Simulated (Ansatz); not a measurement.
System: CH3F3GeO (SMILES FC(F)(F)[O][GeH3]).

Input file:

```
crystal:
  periodic: [false, false, false]
  atoms:
    - {symbol: C, position_ang: [0.942198, -0.358818, -0.916894]}
    - {symbol: F, position_ang: [2.229254, -0.586379, -1.133486]}
    - {symbol: F, position_ang: [0.544191, 0.594885, -1.775528]}
    - {symbol: F, position_ang: [0.266813, -1.470820, -1.252794]}
    - {symbol: Ge, position_ang: [-0.890571, 0.377635, 1.044464]}
    - {symbol: O, position_ang: [0.746671, -0.013540, 0.344057]}
    - {symbol: H, position_ang: [-1.451405, 1.576672, 0.272264]}
    - {symbol: H, position_ang: [-1.765107, -0.873355, 0.908138]}
    - {symbol: H, position_ang: [-0.533643, 0.707520, 2.492678]}
basis:
  gaussian:
    orbitals: def2-SVPD
output:
  forces: true
  orbitals: {seedname: orbitals}
hamiltonian:
  xc: {name: PBE0}
```

Run with:

```sh
ansatz run input.yaml --threads 2 --pin off --max-ram 5220MiB --events-out events.jsonl --progress --plain --runs-dir runs
```

Geometry: PBE0-D4/def2-SVP.

Level of theory: isolated molecule in a Gaussian basis; Kohn-Sham density functional theory, functional PBE0 in Ansatz 0.2.0.

Q: What will maps of the electron density and electron localisation function show?

A: C–O (1.32 Å): ρ is about 2.6 e/Å³ halfway; the ELF peaks at about 0.90 between the atoms; a shared but strongly polarised pair.
C–F (1.32 Å): the density is about 2.5 e/Å³ at the midpoint, with its minimum of 2 e/Å³ about 0.5 Å from C; the ELF peaks at about 0.85 between the atoms; a shared but strongly polarised pair.
Ge–O (1.82 Å): the density is about 0.83 e/Å³ at the midpoint; the ELF peaks at about 0.85 in the valence shell of O, 0.6 Å from its nucleus, and is about 0.30 at the midpoint.
Ge–H (1.53 Å): ρ at the midpoint is about 1.1 e/Å³; the ELF climbs to about 1 towards the hydrogen.

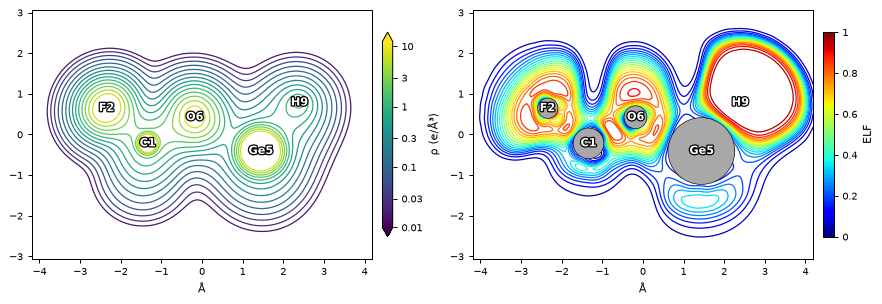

Computed electron density and electron localisation function on the plane of atoms C1, O6 and Ge5, in this order. Grey discs cover the atomic cores in the ELF map. 
